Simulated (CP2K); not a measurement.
# CH6NSi (SMILES [CH2]N[SiH3]) at GFN2-xTB

What is the vertical ionisation energy of CH6NSi at GFN2-xTB? 

The results are computed with CP2K 2026.2.

5 further runs of the same task are left out: 5 set aside as unsound or not needed.

## Step 1: The structure to begin with

The species is CH6NSi (9 atoms), meant as a doublet with charge 0. As SMILES, `[CH2]N[SiH3]`. The coordinates come from a GFN2-xTB relaxation. This is one conformer, not always the lowest.

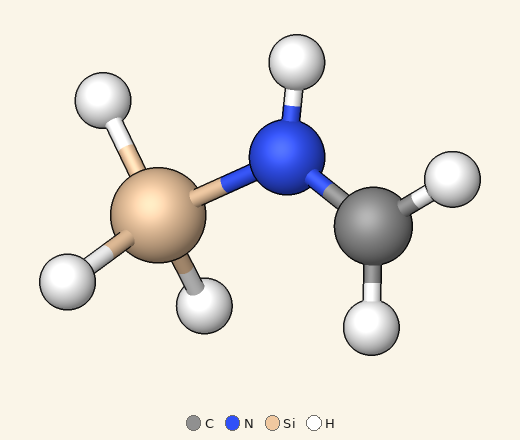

The structure, seen from a chosen angle (carbon grey, nitrogen blue, silicon light orange, hydrogen white).

## Step 2: Energy and gradient at GFN2-xTB

molecule.xyz

```xyz
9

C     -0.572240     0.819090    -1.161040
N     -0.208960     0.580180     0.135890
Si     0.533850    -0.852860     0.760320
H     -0.538020     0.003410    -1.852500
H     -1.077700     1.729160    -1.412520
H     -0.295640     1.389850     0.730250
H      1.839910    -1.114670     0.138350
H     -0.340790    -1.996510     0.476590
H      0.659610    -0.557650     2.184680
```

molecule.inp

```
&GLOBAL
  PROJECT_NAME molecule
  RUN_TYPE ENERGY_FORCE
  PRINT_LEVEL MEDIUM
&END

&FORCE_EVAL
  METHOD QUICKSTEP
  &DFT
    MULTIPLICITY 2
    UKS T
    &QS
      METHOD XTB
      EPS_DEFAULT 1.0E-10
      &XTB
        GFN_TYPE TBLITE
        &TBLITE
          METHOD GFN2
        &END
        CHECK_ATOMIC_CHARGES F
      &END
    &END
    &POISSON
      PERIODIC NONE
      POISSON_SOLVER ANALYTIC
    &END
    &SCF
      SCF_GUESS ATOMIC
      EPS_SCF 1.0E-07
      MAX_SCF 150
      ADDED_MOS 8
      &DIAGONALIZATION
        ALGORITHM STANDARD
      &END
      &MIXING
        METHOD DIRECT_P_MIXING
        ALPHA 0.4
      &END
      &SMEAR ON
        METHOD FERMI_DIRAC
        ELECTRONIC_TEMPERATURE [K] 300
      &END
    &END
    ! extra output
    &PRINT
      &MOMENTS
        PERIODIC F
        REFERENCE COM
        MAX_MOMENT 1
      &END
      &MO ON
        ENERGIES T
        OCCUPATION_NUMBERS T
        NDIGITS 6
        &EACH
          QS_SCF 0
        &END
        ADD_LAST NUMERIC
      &END
      &HIRSHFELD OFF
      &END
    &END
  &END
  ! structure
  &SUBSYS
    &CELL
      ABC 18.9 19.7 20
      PERIODIC NONE
    &END
    &TOPOLOGY
      COORD_FILE_NAME molecule.xyz
      COORD_FILE_FORMAT XYZ
      &CENTER_COORDINATES
      &END
    &END
  &END
  ! extra output
  &PRINT
    &FORCES ON
    &END
  &END
&END
```

Run with:

```sh
$ OMP_NUM_THREADS=1 cp2k.psmp molecule.inp > molecule.out
```

The log of the run:

```text
CP2K| version string:                                       CP2K version 2026.2
[...]
 GLOBAL| Method name                                                        CP2K
[...]
 GLOBAL| Run type                                                   ENERGY_FORCE
[...]
                             - Atoms:                                          9
[...]
                             - Spherical basis functions:                     23
[...]
 Number of electrons:                                                         10
[...]
  *** SCF run converged in    19 steps ***
[...]
  Fermi energy:                                                -0.26453592498283
[...]
 TB_DIPOLE| Moment [Debye]          0.28424357      -0.04483035       0.81507220
 TB_DIPOLE| Derivative [a.u.]       0.00000000       0.00000000       0.00000000
[...]
 ENERGY| Total FORCE_EVAL ( QS ) energy [hartree]             -9.803262555770294
 FORCES| Atomic forces [hartree/bohr]
 FORCES|   Atom     x               y               z               |f|
 FORCES|      1 -1.75804001E-03  5.52453064E-04 -5.04621692E-03   5.37217035E-03
 FORCES|      2  2.05977330E-03 -1.35665751E-03  5.91640075E-03   6.40991291E-03
 FORCES|      3 -4.67396612E-04  5.48686113E-04 -9.21727309E-04   1.17008430E-03
 FORCES|      4  1.43199934E-04 -9.46356708E-05 -2.07977755E-04   2.69660672E-04
 FORCES|      5  5.90168644E-06  3.09082044E-04 -1.95108589E-04   3.65559709E-04
 FORCES|      6  2.24013352E-05 -9.65553095E-05 -3.06558053E-05   1.03752234E-04
 FORCES|      7 -7.46118807E-05  1.83085072E-04  1.89684740E-04   2.73984264E-04
 FORCES|      8  5.24076768E-05  1.48541427E-04  2.75557920E-04   3.17400831E-04
 FORCES|      9  1.63645633E-05 -1.93999224E-04  2.00429704E-05   1.95717190E-04
 FORCES| Sum    -6.89315412E-17  3.80012861E-17  1.38046042E-16
 FORCES| Total atomic force                                       1.58909926E-16
[...]
```

Run time: 0.22 s. Hardware: 1 thread of Arm Neoverse V2, shared host.

## Step 3: The singlet cation

molecule.xyz is that of step 2.

calc.inp

```
&FORCE_EVAL
  METHOD QUICKSTEP
  &DFT
    CHARGE 1
    MULTIPLICITY 1
    &QS
      METHOD XTB
      EPS_DEFAULT 1.0E-10
      &XTB
        GFN_TYPE TBLITE
        &TBLITE
          METHOD GFN2
        &END TBLITE
        CHECK_ATOMIC_CHARGES F
      &END XTB
    &END QS
    &POISSON
      PERIODIC NONE
      POISSON_SOLVER ANALYTIC
    &END POISSON
    &SCF
      SCF_GUESS ATOMIC
      EPS_SCF 1.0E-07
      MAX_SCF 150
      ADDED_MOS 4
      &DIAGONALIZATION
        ALGORITHM STANDARD
      &END DIAGONALIZATION
      &MIXING
        METHOD DIRECT_P_MIXING
        ALPHA 0.4
      &END MIXING
      &SMEAR ON
        METHOD FERMI_DIRAC
        ELECTRONIC_TEMPERATURE [K] 300
      &END SMEAR
    &END SCF
    &PRINT
      &MOMENTS
        PERIODIC F
        REFERENCE COM
        MAX_MOMENT 1
      &END MOMENTS
      &MO ON
        ENERGIES T
        OCCUPATION_NUMBERS T
        NDIGITS 6
        &EACH
          QS_SCF 0
        &END EACH
        ADD_LAST NUMERIC
      &END MO
      &HIRSHFELD OFF
      &END HIRSHFELD
    &END PRINT
  &END DFT
  &SUBSYS
    &CELL
      ABC [angstrom] 18.9 19.7 20
      PERIODIC NONE
    &END CELL
    &TOPOLOGY
      COORD_FILE_NAME molecule.xyz
      COORD_FILE_FORMAT XYZ
      &CENTER_COORDINATES
      &END CENTER_COORDINATES
    &END TOPOLOGY
  &END SUBSYS
  &PRINT
    &FORCES ON
    &END FORCES
  &END PRINT
&END FORCE_EVAL

&GLOBAL
  PROJECT calc
  RUN_TYPE ENERGY_FORCE
  PRINT_LEVEL MEDIUM
&END GLOBAL
```

Run with:

```sh
$ OMP_NUM_THREADS=1 cp2k.psmp -i calc.inp -o calc.out
```

The log of the run:

```text
CP2K| version string:                                       CP2K version 2026.2
[...]
 GLOBAL| Method name                                                        CP2K
[...]
 GLOBAL| Run type                                                   ENERGY_FORCE
[...]
                             - Atoms:                                          9
[...]
                             - Spherical basis functions:                     23
[...]
 Number of electrons:                                                         18
[...]
  *** SCF run converged in    17 steps ***
[...]
  Fermi energy:                                                -0.58520778994401
[...]
 TB_DIPOLE| Moment [Debye]         -0.70414063       1.23122501      -1.05113954
 TB_DIPOLE| Derivative [a.u.]       0.00000000       0.00000000       0.00000000
[...]
 ENERGY| Total FORCE_EVAL ( QS ) energy [hartree]             -9.386105896358268
 FORCES| Atomic forces [hartree/bohr]
 FORCES|   Atom     x               y               z               |f|
 FORCES|      1  1.30440059E-02 -2.04164394E-02  9.57985159E-02   9.88146383E-02
 FORCES|      2 -3.22189494E-02  4.38940016E-02 -1.10842544E-01   1.23494185E-01
 FORCES|      3  2.33972571E-02 -4.78932453E-02  2.37309153E-02   5.83468159E-02
 FORCES|      4  4.12987687E-03 -3.89696300E-03 -5.09357336E-03   7.62802027E-03
 FORCES|      5  1.84947356E-03  7.53990953E-03 -3.47996402E-03   8.50769873E-03
 FORCES|      6 -2.50739876E-03  5.67323368E-03  5.85740358E-03   8.53122532E-03
 FORCES|      7 -3.82160554E-03  6.70597744E-03 -2.35835445E-03   8.07072723E-03
 FORCES|      8 -2.17717119E-03  5.79327070E-03 -1.85348631E-03   6.46045442E-03
 FORCES|      9 -1.69548854E-03  2.60025481E-03 -1.75891247E-03   3.56788166E-03
 FORCES| Sum    -7.37257477E-18 -1.56125113E-16 -2.46113893E-16
 FORCES| Total atomic force                                       2.91550089E-16
[...]
```

It took 0.2 s on 1 thread of Arm Neoverse V2, shared host.

## Step 4: What came out

Level: GFN2-xTB.

| quantity | value |
| --- | --- |
| doublet CH6NSi: total energy | -9.80326 Eh |
| doublet CH6NSi: dipole moment (from atomic charges alone) | 0.86 D |
| doublet CH6NSi: HOMO energy (highest over α and β) | -7.59 eV |
| doublet CH6NSi: LUMO energy (lowest over α and β) | -6.81 eV |
| doublet CH6NSi: largest force on an atom | 0.330 eV/Å |
| singlet cation: total energy | -9.38611 Eh |
| singlet cation: HOMO energy | -16.76 eV |
| singlet cation: LUMO energy | -15.10 eV |
| singlet cation: HOMO–LUMO gap | 1.66 eV |
| singlet cation: largest force on an atom | 6.350 eV/Å |
| vertical ionisation energy (to the singlet cation) | 11.351 eV |

Removing an electron at fixed nuclei costs 11.35 eV (262 kcal/mol). The largest force (doublet CH6NSi) is 0.33 eV/Å: the shape isn't a stationary point for this species at this level. Only the singlet of the ionised species was computed; a triplet could lie lower. xTB total energies overstate such differences by several eV unless an empirical shift is taken off; none is applied here. The dipole (doublet CH6NSi) comes from point charges on the atoms alone, without atomic dipoles, so it is partial.
